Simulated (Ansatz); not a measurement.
**Geometry relaxation, with input and output: SiAsNH$_{8}$O (part 2 of 2)**

SiAsNH$_{8}$O; RKS PBE0-D4/def2-TZVP (Ansatz 0.2.0). The geometry is a transition state displaced along its imaginary mode. The reaction was set up to form Si1–As7 and N2–H6 and to break Si1–N2 and H6–As7 (atoms counted from 1 in the order of the input); sticks are drawn by distance alone.

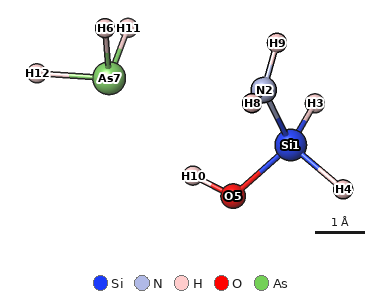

The geometry at step 25 of the log (ball-and-stick view, seen at a tilt; atoms are numbered from 1 in the order of the input).

Trajectory as extended XYZ, continued:
```
12
Properties=species:S:1:pos:R:3:forces:R:3 step=8 energy=-72375.21743
Si   -0.6356   -1.5099    0.4945   -0.1217   0.0336  -0.2029
N     0.1030   -0.2917    1.4524    0.0714  -0.1047   0.0172
H     0.3994   -1.9092   -0.5004    0.0086  -0.0091   0.0516
H    -1.1189   -2.6976    1.2420   -0.0376   0.0163  -0.0134
O    -1.9997   -0.9220   -0.2231    0.1843  -0.0086  -0.0007
H     0.6163    1.2644   -0.4147    0.0085   0.0354  -0.0522
As    0.6723    1.8603   -1.8168   -0.0268  -0.0438   0.0290
H    -0.4179    0.0848    2.2263   -0.0162   0.0908   0.1367
H     1.0840   -0.3620    1.6804   -0.0672   0.0162  -0.0423
H    -1.8743   -0.2021   -0.8485   -0.0172  -0.0660   0.0963
H     2.1244    1.4520   -2.0064   -0.0021   0.0123  -0.0052
H     1.0472    3.2331   -1.2858    0.0161   0.0276  -0.0142
12
Properties=species:S:1:pos:R:3:forces:R:3 step=10 energy=-72375.24173
Si   -0.6401   -1.5166    0.5092   -0.0232  -0.0090  -0.0600
N     0.0614   -0.3752    1.5773    0.0139  -0.0837  -0.0420
H     0.4820   -1.9145   -0.3887   -0.0381   0.0190   0.0164
H    -1.2332   -2.7100    1.1644    0.0074   0.0387  -0.0026
O    -1.9212   -0.8831   -0.3035    0.0147  -0.0074  -0.0311
H     0.6365    1.3189   -0.4556   -0.0031   0.0203  -0.0112
As    0.6361    1.8651   -1.8774   -0.0202  -0.0448   0.0466
H    -0.4149   -0.0655    2.4080    0.0340   0.0288   0.0332
H     1.0626   -0.3542    1.6818   -0.0227   0.0379   0.0533
H    -1.7679   -0.0882   -0.8194    0.0232  -0.0264   0.0286
H     2.0861    1.4651   -2.0932    0.0038   0.0079  -0.0183
H     1.0125    3.2584   -1.4030    0.0103   0.0187  -0.0127
12
Properties=species:S:1:pos:R:3:forces:R:3 step=13 energy=-72375.25005 accepted=F
Si   -0.6318   -1.5104    0.4984   -0.0921   0.1117   0.0071
N     0.0607   -0.4638    1.6705    0.0835  -0.0558  -0.0483
H     0.5322   -1.9576   -0.3166   -0.0082  -0.0011   0.0203
H    -1.3589   -2.6658    1.0852    0.0155   0.0513  -0.0439
O    -1.7883   -0.7835   -0.4260    0.1952   0.1313   0.0234
H     0.7775    1.5020   -0.2762   -0.0024   0.0692  -0.4674
As    0.4936    1.7932   -1.7691    0.3631   0.2807   0.4217
H    -0.4282   -0.1439    2.4916    0.0158  -0.0400  -0.0704
H     1.0618   -0.4472    1.7967   -0.1541   0.0113  -0.0067
H    -1.5239    0.0126   -0.9051   -0.0698  -0.2190   0.1057
H     1.8983    1.3951   -2.2263   -0.1866  -0.0151   0.1088
H     0.9071    3.2693   -1.6231   -0.1598  -0.3247  -0.0504
12
Properties=species:S:1:pos:R:3:forces:R:3 step=15 energy=-72375.26598
Si   -0.6343   -1.5079    0.4969   -0.0137   0.0137  -0.0009
N     0.0596   -0.4475    1.6488    0.0221  -0.0122   0.0252
H     0.5211   -1.9451   -0.3337    0.0039  -0.0049  -0.0064
H    -1.3390   -2.6695    1.0897   -0.0052  -0.0063   0.0024
O    -1.8140   -0.7931   -0.3963    0.0277   0.0162  -0.0106
H     0.8273    1.4952   -0.2936   -0.0247   0.0136  -0.0952
As    0.5098    1.7902   -1.7563    0.1607   0.0516   0.1619
H    -0.4354   -0.1362    2.4682   -0.0035   0.0007  -0.0103
H     1.0564   -0.4311    1.7861   -0.0212  -0.0003  -0.0047
H    -1.5625   -0.0141   -0.9004   -0.0152  -0.0133  -0.0036
H     1.9123    1.4051   -2.2044   -0.0636  -0.0242  -0.0192
H     0.8987    3.2543   -1.6049   -0.0673  -0.0347  -0.0387
12
Properties=species:S:1:pos:R:3:forces:R:3 step=17 energy=-72375.27909
Si   -0.6410   -1.5109    0.4889   -0.0149  -0.0128  -0.0364
N     0.0534   -0.4722    1.6580    0.0257   0.0308   0.0784
H     0.5176   -1.9694   -0.3258    0.0126  -0.0042  -0.0044
H    -1.3758   -2.6617    1.0649   -0.0163  -0.0130   0.0067
O    -1.7901   -0.7681   -0.4194    0.0107  -0.0075  -0.0141
H     1.0423    1.6482   -0.1996   -0.1108   0.0302  -0.3474
As    0.4922    1.7498   -1.6322    0.3575   0.2018   0.2919
H    -0.4612   -0.1483    2.4605   -0.0006   0.0039  -0.0086
H     1.0447   -0.4784    1.8316   -0.0253  -0.0167  -0.0309
H    -1.5037   -0.0122   -0.9418   -0.0049   0.0025   0.0096
H     1.8318    1.3722   -2.2633   -0.1547   0.0286   0.0647
H     0.7900    3.2511   -1.7218   -0.0790  -0.2437  -0.0094
12
Properties=species:S:1:pos:R:3:forces:R:3 step=20 energy=-72375.30471
Si   -0.6702   -1.5575    0.4815   -0.0752  -0.0721   0.0614
N     0.0257   -0.5231    1.6546    0.0483  -0.0074  -0.0175
H     0.4949   -2.0666   -0.2925    0.0214   0.0239  -0.0176
H    -1.4509   -2.6829    1.0519    0.0157  -0.0002   0.0153
O    -1.7820   -0.7997   -0.4582    0.0183   0.0155  -0.0235
H     1.3600    2.0103   -0.1867   -0.0287  -0.0029  -0.0514
As    0.5448    1.7629   -1.4450    0.0427   0.0413   0.0225
H    -0.4795   -0.1755    2.4520   -0.0114   0.0018  -0.0047
H     1.0201   -0.5165    1.8049   -0.0139  -0.0047   0.0095
H    -1.4643   -0.0090   -0.9068    0.0014   0.0331  -0.0145
H     1.7606    1.3463   -2.2567   -0.0153   0.0063   0.0159
H     0.6410    3.2115   -1.8991   -0.0034  -0.0345   0.0048
12
Properties=species:S:1:pos:R:3:forces:R:3 step=22 energy=-72375.30809
Si   -0.6877   -1.5890    0.4951   -0.0093   0.0228  -0.0578
N     0.0401   -0.5899    1.6802    0.0533   0.0289   0.0427
H     0.4726   -2.1422   -0.2594   -0.0168  -0.0163   0.0092
H    -1.5294   -2.6789    1.0497    0.0007   0.0215  -0.0196
O    -1.7300   -0.7623   -0.4708    0.0789  -0.0020   0.0439
H     1.3462    2.1955   -0.2196    0.0103  -0.0137  -0.0518
As    0.5408    1.8177   -1.4500   -0.0411   0.0500   0.0035
H    -0.4712   -0.2015    2.4558    0.0210  -0.0114  -0.0214
H     1.0275   -0.6491    1.8700   -0.0852  -0.0080  -0.0159
H    -1.3553    0.0270   -0.8823   -0.0403  -0.0361   0.0154
H     1.7531    1.3500   -2.2361    0.0185   0.0263   0.0353
H     0.5935    3.2228   -2.0326    0.0100  -0.0619   0.0164
12
Properties=species:S:1:pos:R:3:forces:R:3 step=25 energy=-72375.31237
Si   -0.7002   -1.6090    0.4936   -0.0516  -0.0117  -0.0064
N     0.0830   -0.6077    1.6433    0.0130   0.0102  -0.0064
H     0.4214   -2.2389   -0.2589   -0.0122   0.0090   0.0068
H    -1.5865   -2.6467    1.0780    0.0204  -0.0004   0.0040
O    -1.7259   -0.7594   -0.4675    0.0670  -0.0027   0.0199
H     1.2792    2.3669   -0.2037   -0.0191  -0.0235  -0.0510
As    0.5387    1.8423   -1.4223    0.0153   0.0210   0.0201
H    -0.4098   -0.1779    2.4088    0.0097  -0.0054  -0.0094
H     1.0597   -0.7335    1.8496   -0.0189  -0.0074  -0.0029
H    -1.3357    0.0195   -0.8818   -0.0195   0.0121  -0.0106
H     1.8074    1.3589   -2.1058   -0.0120   0.0195   0.0315
H     0.5686    3.1856   -2.1333    0.0080  -0.0206   0.0045
12
Properties=species:S:1:pos:R:3:forces:R:3 step=27 energy=-72375.31570
Si   -0.7120   -1.6169    0.4902    0.0007  -0.0161   0.0373
N     0.1271   -0.6077    1.5965   -0.0148  -0.0116  -0.0311
H     0.3761   -2.2985   -0.2672   -0.0216   0.0100   0.0087
H    -1.6162   -2.6164    1.1150    0.0285   0.0106   0.0006
O    -1.7294   -0.7561   -0.4662    0.0139  -0.0080   0.0040
H     1.1730    2.4645   -0.1714   -0.0574  -0.0720  -0.1087
As    0.5238    1.8462   -1.4039    0.1098   0.1053   0.0500
H    -0.3404   -0.1426    2.3580    0.0191  -0.0135  -0.0157
H     1.0954   -0.7856    1.8052   -0.0169   0.0015   0.0065
H    -1.3322    0.0106   -0.8951   -0.0013   0.0304  -0.0179
H     1.8488    1.3550   -1.9692   -0.0492   0.0150   0.0480
H     0.5862    3.1475   -2.1920   -0.0106  -0.0516   0.0184
12
Properties=species:S:1:pos:R:3:forces:R:3 step=29 energy=-72375.32409
Si   -0.7190   -1.6052    0.4733    0.0616   0.0043   0.0610
N     0.2005   -0.5738    1.4979   -0.0623  -0.0138  -0.0592
H     0.3144   -2.3444   -0.3046   -0.0078  -0.0036   0.0076
H    -1.6102   -2.5594    1.1834    0.0088   0.0333  -0.0226
O    -1.7497   -0.7508   -0.4723    0.0014   0.0480  -0.0226
H     0.9607    2.5125   -0.0964   -0.0184  -0.0067  -0.0459
As    0.4773    1.8333   -1.3654    0.1916   0.0234  -0.0618
H    -0.2202   -0.0696    2.2623    0.0079  -0.0210  -0.0216
H     1.1622   -0.7989    1.6898    0.0207  -0.0014   0.0097
H    -1.3553   -0.0014   -0.9374   -0.0315  -0.0475   0.0348
H     1.8620    1.2820   -1.7032   -0.1642   0.0575   0.0571
H     0.6774    3.0759   -2.2273   -0.0077  -0.0725   0.0635
12
Properties=species:S:1:pos:R:3:forces:R:3 step=32 energy=-72375.33583
Si   -0.7172   -1.5940    0.4519    0.0077   0.0078   0.0157
N     0.2593   -0.5184    1.3723   -0.0018  -0.0091  -0.0284
H     0.2679   -2.3714   -0.3496   -0.0047  -0.0022  -0.0009
H    -1.5699   -2.5087    1.2519    0.0076   0.0035   0.0007
O    -1.8035   -0.7767   -0.4651    0.0083   0.0161  -0.0088
H     0.7903    2.5617   -0.0319   -0.0085   0.0185  -0.0101
As    0.4527    1.8072   -1.3025    0.0212   0.0007  -0.0282
H    -0.1194    0.0089    2.1429   -0.0037  -0.0052  -0.0030
H     1.2282   -0.7455    1.5268   -0.0026   0.0031   0.0016
H    -1.4408   -0.0393   -0.9708   -0.0070  -0.0122   0.0167
H     1.8399    1.2026   -1.4135   -0.0027  -0.0272   0.0195
H     0.8126    2.9736   -2.2122   -0.0137   0.0064   0.0253
12
Properties=species:S:1:pos:R:3:forces:R:3 step=34 energy=-72375.33920
Si   -0.7157   -1.5903    0.4419   -0.0128   0.0120  -0.0037
N     0.2881   -0.4921    1.3045    0.0026  -0.0042  -0.0054
H     0.2415   -2.3804   -0.3800   -0.0044  -0.0017  -0.0037
H    -1.5350   -2.4910    1.2910    0.0065   0.0018  -0.0012
O    -1.8382   -0.7917   -0.4498    0.0276   0.0064   0.0122
H     0.6735    2.5906   -0.0206   -0.0034  -0.0004  -0.0161
As    0.4465    1.7969   -1.2932    0.0454  -0.0009  -0.0024
H    -0.0679    0.0417    2.0814   -0.0042  -0.0003   0.0033
H     1.2625   -0.7134    1.4325   -0.0103   0.0008  -0.0052
H    -1.4972   -0.0557   -0.9712   -0.0012  -0.0081  -0.0006
H     1.8218    1.1549   -1.2419   -0.0308   0.0107   0.0024
H     0.9202    2.9305   -2.1948   -0.0149  -0.0161   0.0205
12
Properties=species:S:1:pos:R:3:forces:R:3 step=36 energy=-72375.33954
Si   -0.7152   -1.5854    0.4394   -0.0153   0.0044  -0.0131
N     0.2930   -0.4911    1.3010    0.0073   0.0041   0.0045
H     0.2364   -2.3783   -0.3864   -0.0004   0.0005  -0.0013
H    -1.5342   -2.4844    1.2899   -0.0001  -0.0005   0.0016
O    -1.8360   -0.7815   -0.4487    0.0063  -0.0100   0.0139
H     0.6533    2.5925   -0.0234    0.0001  -0.0015  -0.0024
As    0.4476    1.7831   -1.2888   -0.0065   0.0006   0.0006
H    -0.0602    0.0408    2.0806   -0.0012  -0.0011   0.0009
H     1.2672   -0.7141    1.4255   -0.0014  -0.0010  -0.0007
H    -1.4921   -0.0498   -0.9741    0.0041   0.0016  -0.0045
H     1.8261    1.1550   -1.2197    0.0063   0.0005   0.0029
H     0.9142    2.9134   -2.1953    0.0009   0.0025  -0.0024
12
Properties=species:S:1:pos:R:3:forces:R:3 step=39 energy=-72375.33972
Si   -0.7203   -1.5860    0.4418    0.0102  -0.0017   0.0034
N     0.3006   -0.5010    1.3009   -0.0021   0.0005   0.0018
H     0.2207   -2.3850   -0.3905   -0.0003   0.0004   0.0016
H    -1.5418   -2.4793    1.2959   -0.0021   0.0009  -0.0004
O    -1.8378   -0.7723   -0.4401   -0.0068   0.0061  -0.0081
H     0.6147    2.6080   -0.0395    0.0004  -0.0036  -0.0030
As    0.4573    1.7777   -1.2986    0.0018  -0.0008   0.0040
H    -0.0453    0.0289    2.0852    0.0018  -0.0010  -0.0016
H     1.2736   -0.7320    1.4199    0.0018  -0.0012   0.0002
H    -1.4873   -0.0515   -0.9764   -0.0017  -0.0038   0.0027
H     1.8492    1.1846   -1.1900   -0.0038   0.0032   0.0006
H     0.9165    2.9083   -2.2086    0.0009   0.0009  -0.0011
12
Properties=species:S:1:pos:R:3:forces:R:3 step=41 energy=-72375.33974
Si   -0.7215   -1.5860    0.4429    0.0026  -0.0013   0.0035
N     0.3040   -0.5032    1.2996   -0.0011  -0.0019  -0.0014
H     0.2167   -2.3905   -0.3870   -0.0007  -0.0007  -0.0004
H    -1.5472   -2.4736    1.2990    0.0009   0.0004   0.0007
O    -1.8368   -0.7710   -0.4411    0.0013   0.0011  -0.0029
H     0.6062    2.6071   -0.0400    0.0000   0.0010   0.0008
As    0.4583    1.7772   -1.3002   -0.0015   0.0014  -0.0033
H    -0.0395    0.0292    2.0831    0.0004   0.0014   0.0014
H     1.2761   -0.7381    1.4188   -0.0021   0.0000  -0.0014
H    -1.4836   -0.0543   -0.9810   -0.0011   0.0012   0.0000
H     1.8527    1.1922   -1.1861    0.0018  -0.0003  -0.0003
H     0.9147    2.9110   -2.2081   -0.0007  -0.0025   0.0032
```

The run was set up as follows.

The input:
```yaml
crystal:
  periodic: [false, false, false]
  atoms:
    - {symbol: Si, position_ang: [-0.532526, -1.313425, 0.240077]}
    - {symbol: N, position_ang: [0.265996, -0.049538, 1.237614]}
    - {symbol: H, position_ang: [0.514986, -1.630301, -0.774505]}
    - {symbol: H, position_ang: [-0.863507, -2.428513, 1.121022]}
    - {symbol: O, position_ang: [-1.911200, -0.672259, -0.344752]}
    - {symbol: H, position_ang: [0.517822, 0.761690, 0.225171]}
    - {symbol: As, position_ang: [0.404208, 1.419190, -1.588585]}
    - {symbol: H, position_ang: [-0.341803, 0.432173, 1.890657]}
    - {symbol: H, position_ang: [1.147937, -0.295024, 1.709017]}
    - {symbol: H, position_ang: [-1.745838, 0.057300, -0.976920]}
    - {symbol: H, position_ang: [1.847937, 0.957287, -1.682295]}
    - {symbol: H, position_ang: [0.696089, 2.761522, -1.056501]}
basis:
  gaussian: {orbitals: def2-TZVP}
hamiltonian: {xc: pbe0, dispersion: d4}
relax: {f_tol: 0.005, max_steps: 200}
```

Launched with:
```bash
ansatz run in.yaml --threads 8 --pin off --events-out ev --progress --plain --max-ram 19148MiB
```

Key numbers:

| quantity | value |
| --- | --- |
| outcome | converged |
| total energy | −72375.3398 eV |
| mean-field energy | −72375.1370 eV |
| dispersion energy | −0.2028 eV |
| SCF solution under orbital rotations | stable |
| largest force (length of the vector) at the end | 0.005 eV/Å |
| dipole moment | 2.71 D |
| hardware | 8 threads of Arm Neoverse V2, 23 GiB of memory available, shared host |
| wall time | 83 s (CPU time 9.7 min) |
| peak memory | 0.59 GiB |
